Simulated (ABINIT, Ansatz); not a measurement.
# How the form of the self-energy moves the gap of Bi2S2O (P4/nmm)

How much does the gap of Bi2S2O (P4/nmm) depend on the approximation to the self-energy?

Method: PBEsol and many-body steps on it, plane waves, in ABINIT 10.8.3.

## 1. Starting point

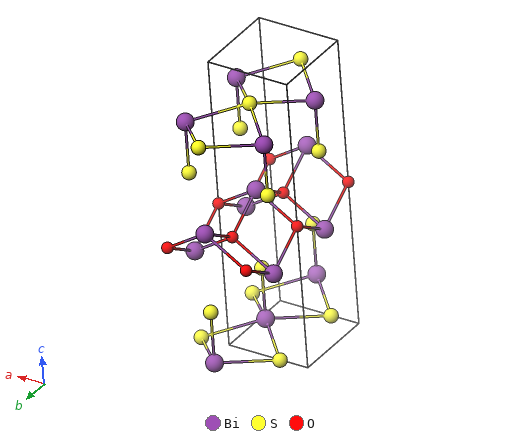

The starting structure, seen from a free direction (bismuth purple, sulfur yellow, oxygen red). 1×2×1 cells are drawn. Some periodic images of atoms are drawn too.

The cell and positions are those that the Materials Project relaxed with its own functionals (PBE, PBE+U or r2SCAN), kept fixed. Spin-orbit coupling is left out unless a step names it.

## 2. Empty states on the mesh, 4×4×1 mesh, 462 bands

This step: ABINIT 10.8.3; DFT, PBEsol, plane waves, norm-conserving pseudopotentials.

The sums over transitions need many empty states on a uniform mesh; this step solves for them.

File run.abi:

```
acell 3*1.0 Angstrom
rprim 
  3.954101390000 0.000000000000 0.000000000000
  0.000000000000 3.954101390000 0.000000000000
  0.000000000000 0.000000000000 14.050579580000
ntypat 3
znucl 83 16 8
natom 10
typat 1 1 1 1 2 2 2 2 3 3
xred 
  0.000000000000 0.500000000000 0.866495830000
  0.500000000000 0.000000000000 0.133504170000
  0.500000000000 0.000000000000 0.589093140000
  0.000000000000 0.500000000000 0.410906860000
  0.500000000000 0.000000000000 0.894313410000
  0.000000000000 0.500000000000 0.105686590000
  0.000000000000 0.500000000000 0.687487520000
  0.500000000000 0.000000000000 0.312512480000
  0.000000000000 0.000000000000 0.500000000000
  0.500000000000 0.500000000000 0.500000000000
pp_dirpath "pseudos"
pseudos "Bi.upf, S.upf, O.upf"
ecut 42
ngkpt 4 4 1
nshiftk 1
shiftk 0 0 0
kptopt 1
chksymbreak 0
iscf -2
irdden 1
istwfk *1
nband 462
nbdbuf 42
tolwfr 1e-09
nstep 60
prtvol 0
indata_prefix "in"
outdata_prefix "out"
tmpdata_prefix "tmp"
```

The run is started by

```bash
$ OMP_NUM_THREADS=1 mpirun -n 8 abinit run.abi > log
```

Numbers of over 12 decimals in the logs are rounded to 6 here.

The program printed:

```text
.Version 10.8.3 of ABINIT. v10.8.2 released Aug 2026.

 Symmetries : space group P4/n m m (#129); Bravais tP (primitive tetrag.)
[... echo of the input left out ...]
== DATASET  1 ==================================================================
-   mpi_nproc: 8, omp_nthreads: 1 (-1 if OMP is not activated)
-    --> not optimal distribution: autoparal keyword recommended in input file <--

--- !DatasetInfo
iteration_state: {dtset: 1, }
dimensions: {natom: 10, nkpt: 6, mband: 462, nsppol: 1, nspinor: 1, nspden: 1, mpw: 19392, }
cutoff_energies: {ecut:  42.0, pawecutdg:  -1.0, }
[...]
2.98358    2.98358    3.00112    3.00112    3.02200    3.03110    3.03351    3.04751
   3.04757    3.04918    3.05177    3.05454    3.05464    3.06172    3.06681    3.07848
   3.07886    3.07975    3.08616    3.09022    3.09327    3.10107
 prteigrs : prtvol=0 or 1, do not print more k-points.

== END DATASET(S) ==============================================================
================================================================================

 -outvars: echo values of variables after computation  --------
            nband         462
             nkpt           6
          spgroup         129
 [... the other variables as echoed above ...]

 Calculation completed.
```

Wall time 11 min (8 MPI ranks of AMD EPYC 9R45, shared host); peak memory 1.9 GiB; 1.5 h of CPU time.

This step gave:

```yaml
gap: 0.9451 eV
k_of_the_valence_top: 0.5, 0, 0
k_of_the_conduction_bottom: 0.5, 0, 0
least_direct_gap: 0.9451 eV
k_points_computed: 6
lowest_point_of_the_top_converged_band_above_the_valence_top: 69.8658 eV
```

On this mesh the gap is 0.945 eV.

The density comes from a self-consistent run that is not shown.

## 3. Screening, 4×4×1 mesh, 209 bands, screening to 114.3 eV

The RPA dielectric matrix is built and inverted for each q.

This step: RPA screening on PBEsol, plane waves, norm-conserving pseudopotentials.

Edit run.abi of step 2 so:

```diff
@@ -28,10 +28,11 @@
 chksymbreak 0
-iscf -2
-irdden 1
 istwfk *1
-nband 462
-nbdbuf 42
-tolwfr 1e-09
-nstep 60
-prtvol 0
+occopt 1
+irdwfk 1
+optdriver 3
+nband 209
+ecuteps 4.2
+inclvkb 2
+awtr 1
+symchi 1
 indata_prefix "in"
```

The program printed:

```text
.Version 10.8.3 of ABINIT. v10.8.2 released Aug 2026.

 Symmetries : space group P4/n m m (#129); Bravais tP (primitive tetrag.)
[... echo of the input left out ...]
== DATASET  1 ==================================================================
-   mpi_nproc: 8, omp_nthreads: 1 (-1 if OMP is not activated)

--- !DatasetInfo
iteration_state: {dtset: 1, }
dimensions: {natom: 10, nkpt: 6, mband: 209, nsppol: 1, nspinor: 1, nspden: 1, mpw: 19392, }
cutoff_energies: {ecut:  42.0, pawecutdg:  -1.0, }
electrons: {nelect:   1.28000000E+02, charge:   0.00000000E+00, occopt:   1.00000000E+00, tsmear:   1.00000000E-02, }

 SCREENING: Calculation of the susceptibility and dielectric matrices

 Based on a program developped by R.W. Godby, V. Olevano, G. Onida, and L. Reining.
 Incorporated in ABINIT by V. Olevano, G.-M. Rignanese, and M. Torrent.
.Using double precision arithmetic ; gwpc =  8

[... cell and pseudopotentials left out ...]
--------------------------------------------------------------------------------

 ==== K-mesh for the wavefunctions ====
 Number of points in the irreducible wedge :     6
[... list of points left out ...]
 Together with 16 symmetry operations and time-reversal symmetry
 yields    16 points in the full Brillouin Zone.

 ==== Q-mesh for the screening function ====
 Number of points in the irreducible wedge :     6
[... list of points left out ...]
 Together with 16 symmetry operations and time-reversal symmetry
 yields    16 points in the full Brillouin Zone.

 setmesh: FFT mesh size selected  =    30x   30x  108
          total number of points  =        97200

 vcoul_init : cutoff-mode = AUXILIARY_FUNCTION
 q-points for optical limit:   1
     1)      0.000010    0.000020    0.000030

- screening: taking advantage of time-reversal symmetry
- Maximum band index for partially occupied states nbvw = 64
- Remaining bands to be divided among processors   nbcw = 145
- Number of bands treated by each node ~18

 Number of electrons calculated from density =  128.0000; Expected =  128.0000
 average of density, n =  0.086342
 r_s =    1.4036
 omega_plasma =   28.3444 [eV]

 calculating chi0 at frequencies [eV] :
  1    0.000000E+00    0.000000E+00
  2    0.000000E+00    2.834441E+01

--------------------------------------------------------------------------------
  q-point number  1        q = ( 0.000000, 0.000000, 0.000000) [r.l.u.]
--------------------------------------------------------------------------------
[... chi0 elements left out ...]
 For q-point:  0.000010 0.000020 0.000030
  dielectric constant =  24.7009
  dielectric constant without local fields =  26.7708

  Average fulfillment of the sum rule on Im[epsilon] for q-point    1 :     59.02  [%]
[... wings left out ...]
  q-point number  2        q = ( 0.250000, 0.000000, 0.000000) [r.l.u.]
--------------------------------------------------------------------------------
[... chi0 elements left out ...]
  Average fulfillment of the sum rule on Im[epsilon] for q-point    2 :     60.02  [%]

 [... 4 further q-points ...]
```

Run time: 3.7 min. Hardware: 8 MPI ranks; peak memory 9.5 GiB.

This step gave:

```
ε∞ with local fields, on this mesh, along the program's q direction : 24.70
the same without local fields                                       : 26.77
plasma frequency                                                    : 28.34 eV
plane waves in the screening matrix                                 : 613
```

Local fields lower ε∞ by 8 %. On a Γ-centred mesh this coarse the value itself is usually too large, while a short band sum pulls it down.

## 4. G0W0, Godby-Needs plasmon pole

The self-energy is evaluated for the states that the input lists, and the levels follow from it, in one-shot runs by the linearised quasiparticle equation.

This step: G0W0 on PBEsol, plane waves, norm-conserving pseudopotentials.

Edit run.abi of step 3 so:

```diff
@@ -31,8 +31,17 @@
 irdwfk 1
-optdriver 3
+optdriver 4
 nband 209
+gwcalctyp 0
+ecutsigx 42
+symsigma 1
+nkptgw 2
+kptgw 
+  0.5000000000 0.0000000000 0.0000000000
+  0.0000000000 0.0000000000 0.0000000000
+bdgw 
+  63 66
+  63 66
 ecuteps 4.2
-inclvkb 2
-awtr 1
-symchi 1
+irdscr 1
+ppmodel 1
 indata_prefix "in"
```

The program printed:

```text
.Version 10.8.3 of ABINIT. v10.8.2 released Aug 2026.

 Symmetries : space group P4/n m m (#129); Bravais tP (primitive tetrag.)
[... echo of the input left out ...]
== DATASET  1 ==================================================================
-   mpi_nproc: 8, omp_nthreads: 1 (-1 if OMP is not activated)

--- !DatasetInfo
iteration_state: {dtset: 1, }
dimensions: {natom: 10, nkpt: 6, mband: 209, nsppol: 1, nspinor: 1, nspden: 1, mpw: 19392, }
cutoff_energies: {ecut:  42.0, pawecutdg:  -1.0, }
electrons: {nelect:   1.28000000E+02, charge:   0.00000000E+00, occopt:   1.00000000E+00, tsmear:   1.00000000E-02, }

 SIGMA: Calculation of the GW corrections

 Based on a program developped by R.W. Godby, V. Olevano, G. Onida, and L. Reining.
 Incorporated in ABINIT by V. Olevano, G.-M. Rignanese, and M. Torrent.
.Using double precision arithmetic ; gwpc =  8

[... cell and pseudopotentials left out ...]
--------------------------------------------------------------------------------

 ==== K-mesh for the wavefunctions ====
 Number of points in the irreducible wedge :     6
[... list of points left out ...]
 Together with 16 symmetry operations and time-reversal symmetry
 yields    16 points in the full Brillouin Zone.

 ==== Q-mesh for screening function ====
 Number of points in the irreducible wedge :     6
[... list of points left out ...]
 Together with 16 symmetry operations and time-reversal symmetry
 yields    16 points in the full Brillouin Zone.

 vcoul_init : cutoff-mode = AUXILIARY_FUNCTION
 q-points for optical limit:   1
     1)      0.000010    0.000020    0.000030
 setmesh: FFT mesh size selected  =    48x   48x  160
          total number of points  =       368640

 Number of electrons calculated from density =  128.0000; Expected =  128.0000
 average of density, n =  0.086342
 r_s =    1.4036
 omega_plasma =   28.3444 [eV]

 === KS Band Gaps ===
  >>>> For spin  1
   Minimum direct gap =   0.9448 [eV], located at k-point      :   0.5000  0.0000  0.0000
   Fundamental gap    =   0.9448 [eV], Top of valence bands at :   0.5000  0.0000  0.0000
                                       Bottom of conduction at :   0.5000  0.0000  0.0000
 SIGMA fundamental parameters:
 PLASMON POLE MODEL  1
 number of plane-waves for SigmaX                19313
 number of plane-waves for SigmaC and W            613
 number of plane-waves for wavefunctions         19313
 number of bands                                   209
 number of independent spin polarizations            1
 number of spinorial components                      1
 number of k-points in IBZ                           6
 number of q-points in IBZ                           6
 number of symmetry operations                      16
 number of k-points in BZ                           16
 number of q-points in BZ                           16
 number of frequencies for dSigma/dE                 9
 frequency step for dSigma/dE [eV]                0.25
 number of omega for Sigma on real axis              0
 max omega for Sigma on real axis  [eV]           0.00
 zcut for avoiding poles [eV]                     0.10

 EPSILON^-1 parameters (SCR file):
 dimension of the eps^-1 matrix on file            613
 dimension of the eps^-1 matrix used               613
 number of plane-waves for wavefunctions         19313
 number of bands                                   209
 number of q-points in IBZ                           6
 number of frequencies                               2
 number of real frequencies                          1
 number of imag frequencies                          1

 matrix elements of self-energy operator (all in [eV])

 Perturbative Calculation

--- !SelfEnergy_ee
iteration_state: {dtset: 1, }
kpoint     : [   0.500,    0.000,    0.000, ]
spin       : 1
KS_gap     :    0.945
QP_gap     :    1.283
Delta_QP_KS:    0.338
data: !SigmaeeData |
     Band     E0 <VxcDFT>   SigX SigC(E0)      Z dSigC/dE  Sig(E)    E-E0       E
       63   6.641 -13.850 -15.211   1.535   0.787  -0.270 -13.713   0.137   6.778
       64   6.641 -13.850 -15.211   1.535   0.787  -0.270 -13.713   0.137   6.778
       65   7.586 -12.478  -9.410  -2.476   0.801  -0.249 -12.003   0.475   8.061
       66   7.586 -12.478  -9.410  -2.476   0.801  -0.249 -12.003   0.475   8.061

--- !SelfEnergy_ee
iteration_state: {dtset: 1, }
kpoint     : [   0.000,    0.000,    0.000, ]
spin       : 1
KS_gap     :    2.153
QP_gap     :    2.931
Delta_QP_KS:    0.777
data: !SigmaeeData |
     Band     E0 <VxcDFT>   SigX SigC(E0)      Z dSigC/dE  Sig(E)    E-E0       E
       63   5.889 -13.173 -16.354   2.967   0.767  -0.304 -13.337  -0.164   5.725
       64   5.889 -13.173 -16.354   2.967   0.767  -0.304 -13.337  -0.164   5.725
       65   8.043 -12.015  -8.200  -3.061   0.813  -0.230 -11.402   0.613   8.656
       66   8.788 -12.086  -8.078  -3.171   0.811  -0.234 -11.407   0.679   9.467

== END DATASET(S) ==============================================================
================================================================================

 -outvars: echo values of variables after computation  --------
           etotal      0.0000000000E+00
            nband         209
             nkpt           6
          spgroup         129
 [... the other variables as echoed above ...]

 Calculation completed.
```

Wall time 30 s (8 MPI ranks); peak memory 5.6 GiB.

Numbers from this step:

* G0W0 gap on the points computed: 1.283 eV
* starting gap on the mesh: 0.9451 eV
* k of the valence top: 0.5, 0, 0
* k of the conduction bottom: 0.5, 0, 0
* Z at the valence top: 0.787
* Z at the conduction bottom: 0.801
* least direct G0W0 gap on the computed points: 1.283 eV

The gap on the mesh goes from 0.95 eV to 1.28 eV, a correction of +0.34 eV.

## 5. G0W0, Hybertsen-Louie plasmon pole

Edit run.abi of step 4 so:

```diff
@@ -45,3 +45,3 @@
 irdscr 1
-ppmodel 1
+ppmodel 2
 indata_prefix "in"
```

The program printed:

```text
.Version 10.8.3 of ABINIT. v10.8.2 released Aug 2026.

 Symmetries : space group P4/n m m (#129); Bravais tP (primitive tetrag.)
[... echo of the input left out ...]
== DATASET  1 ==================================================================
-   mpi_nproc: 8, omp_nthreads: 1 (-1 if OMP is not activated)

--- !DatasetInfo
iteration_state: {dtset: 1, }
dimensions: {natom: 10, nkpt: 6, mband: 209, nsppol: 1, nspinor: 1, nspden: 1, mpw: 19392, }
cutoff_energies: {ecut:  42.0, pawecutdg:  -1.0, }
electrons: {nelect:   1.28000000E+02, charge:   0.00000000E+00, occopt:   1.00000000E+00, tsmear:   1.00000000E-02, }

 SIGMA: Calculation of the GW corrections

 Based on a program developped by R.W. Godby, V. Olevano, G. Onida, and L. Reining.
 Incorporated in ABINIT by V. Olevano, G.-M. Rignanese, and M. Torrent.
.Using double precision arithmetic ; gwpc =  8

[... cell and pseudopotentials left out ...]
--------------------------------------------------------------------------------

 ==== K-mesh for the wavefunctions ====
 Number of points in the irreducible wedge :     6
[... list of points left out ...]
 Together with 16 symmetry operations and time-reversal symmetry
 yields    16 points in the full Brillouin Zone.

 ==== Q-mesh for screening function ====
 Number of points in the irreducible wedge :     6
[... list of points left out ...]
 Together with 16 symmetry operations and time-reversal symmetry
 yields    16 points in the full Brillouin Zone.

 vcoul_init : cutoff-mode = AUXILIARY_FUNCTION
 q-points for optical limit:   1
     1)      0.000010    0.000020    0.000030
 setmesh: FFT mesh size selected  =    48x   48x  160
          total number of points  =       368640

 Number of electrons calculated from density =  128.0000; Expected =  128.0000
[...]
number of omega for Sigma on real axis              0
 max omega for Sigma on real axis  [eV]           0.00
 zcut for avoiding poles [eV]                     0.10

 EPSILON^-1 parameters (SCR file):
 dimension of the eps^-1 matrix on file            613
 dimension of the eps^-1 matrix used               613
 number of plane-waves for wavefunctions         19313
 number of bands                                   209
 number of q-points in IBZ                           6
 number of frequencies                               2
 number of real frequencies                          1
 number of imag frequencies                          1

 matrix elements of self-energy operator (all in [eV])

 Perturbative Calculation

--- !SelfEnergy_ee
iteration_state: {dtset: 1, }
kpoint     : [   0.500,    0.000,    0.000, ]
spin       : 1
KS_gap     :    0.945
QP_gap     :    1.328
Delta_QP_KS:    0.383
data: !SigmaeeData |
     Band     E0 <VxcDFT>   SigX SigC(E0)      Z dSigC/dE  Sig(E)    E-E0       E
       63   6.641 -13.850 -15.211   1.288   0.846  -0.182 -13.912  -0.063   6.579
       64   6.641 -13.850 -15.211   1.288   0.846  -0.182 -13.912  -0.063   6.579
       65   7.586 -12.478  -9.410  -2.694   0.855  -0.170 -12.158   0.320   7.906
[...]
--- !SelfEnergy_ee
iteration_state: {dtset: 1, }
kpoint     : [   0.000,    0.000,    0.000, ]
spin       : 1
KS_gap     :    2.153
QP_gap     :    3.031
Delta_QP_KS:    0.878
data: !SigmaeeData |
     Band     E0 <VxcDFT>   SigX SigC(E0)      Z dSigC/dE  Sig(E)    E-E0       E
[...]
65   8.043 -12.015  -8.200  -3.315   0.862  -0.160 -11.584   0.431   8.474
       66   8.788 -12.086  -8.078  -3.390   0.861  -0.161 -11.554   0.532   9.320

== END DATASET(S) ==============================================================
================================================================================

 -outvars: echo values of variables after computation  --------
           etotal      0.0000000000E+00
            nband         209
             nkpt           6
          spgroup         129
 [... the other variables as echoed above ...]

 Calculation completed.
```

Wall time 28 s (8 MPI ranks); peak memory 5.4 GiB.

Numbers from this step:

* G0W0 gap on the points computed: 1.327 eV
* starting gap on the mesh: 0.9451 eV
* k of the valence top: 0.5, 0, 0
* k of the conduction bottom: 0.5, 0, 0
* Z at the valence top: 0.846
* Z at the conduction bottom: 0.855
* least direct G0W0 gap on the computed points: 1.327 eV

Against G0W0 in ABINIT (4×4×1 mesh, 209 bands, screening to 114.3 eV, Godby-Needs plasmon pole), the gap moves by +0.044 eV.

## 6. G0W0, von der Linden-Horsch plasmon pole

Edit run.abi of step 5 so:

```diff
@@ -45,3 +45,3 @@
 irdscr 1
-ppmodel 2
+ppmodel 3
 indata_prefix "in"
```

The program printed:

```text
.Version 10.8.3 of ABINIT. v10.8.2 released Aug 2026.

 Symmetries : space group P4/n m m (#129); Bravais tP (primitive tetrag.)
[... echo of the input left out ...]
== DATASET  1 ==================================================================
-   mpi_nproc: 8, omp_nthreads: 1 (-1 if OMP is not activated)

--- !DatasetInfo
iteration_state: {dtset: 1, }
dimensions: {natom: 10, nkpt: 6, mband: 209, nsppol: 1, nspinor: 1, nspden: 1, mpw: 19392, }
cutoff_energies: {ecut:  42.0, pawecutdg:  -1.0, }
[...]
Band     E0 <VxcDFT>   SigX SigC(E0)      Z dSigC/dE  Sig(E)    E-E0       E
[...]
65   8.043 -12.015  -8.200  -3.335   0.873  -0.145 -11.596   0.419   8.462
       66   8.788 -12.086  -8.078  -3.430   0.871  -0.148 -11.582   0.504   9.292

== END DATASET(S) ==============================================================
================================================================================

 -outvars: echo values of variables after computation  --------
           etotal      0.0000000000E+00
            nband         209
             nkpt           6
          spgroup         129
 [... the other variables as echoed above ...]

 Calculation completed.
```

Run time: 18 s. Hardware: 8 MPI ranks; peak memory 5.2 GiB.

Numbers from this step:

* G0W0 gap on the points computed: 1.274 eV
* starting gap on the mesh: 0.9451 eV
* k of the valence top: 0.5, 0, 0
* k of the conduction bottom: 0.5, 0, 0
* least direct G0W0 gap on the computed points: 1.274 eV

Against G0W0 in ABINIT (4×4×1 mesh, 209 bands, screening to 114.3 eV, Godby-Needs plasmon pole), the gap moves by −0.009 eV.

(Continued in part 2 of 2.)

[Paths, hosts, dates, memory and timing lines, banners, echoed tables and standing remarks are left out of the program output.]

[Logs are printed without paths, hosts, clocks, repeated set-up lines and the standing remarks that a program may print on its own settings, such as how far it seeks lower states.]

[Runs of the session that timed out or met a known fault of the program may be left out.]

[Hosts, paths, dates, database ids (printed as entryN), source tags and the programs' standing remarks are cut or masked in the printed files.]

[G0W0 gaps are taken among the corrected bands and points alone; a level outside them can change the order at an edge.]

[Where Ansatz stands beside ABINIT at settings called matched, ABINIT's density can come from a denser mesh and the files from another edition; pairs whose starting gaps differed by over 0.03 eV were left out, so agreement reads better than it is.]
